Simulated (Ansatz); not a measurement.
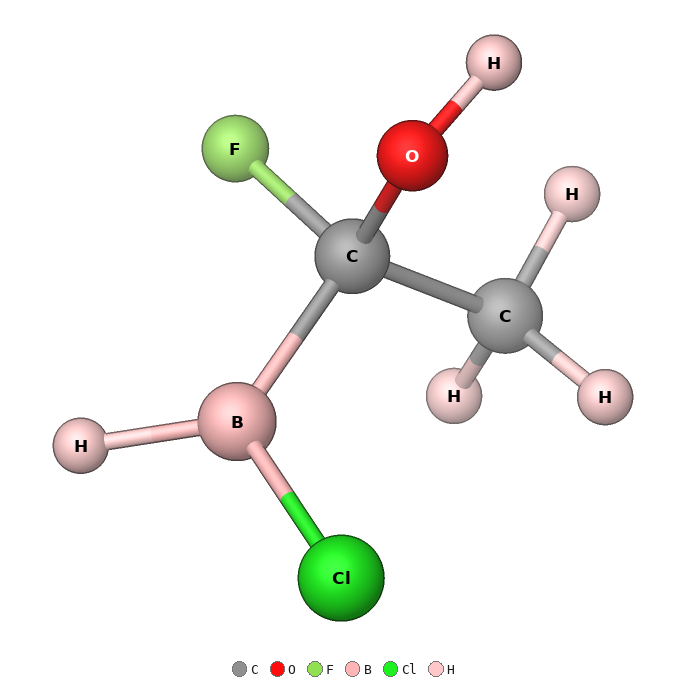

Orthographic view. Depth is shown by fading: the farther an atom, the more it takes the colour of the background. The geometry was computed by an optimisation with PBE-D4/def2-SVP. No frequency run is at hand to confirm it as a minimum.

Q: Give the standard InChI.

A: InChI=1S/C2H5BClFO/c1-2(5,6)3-4/h3,6H,1H3/t2-/m0/s1
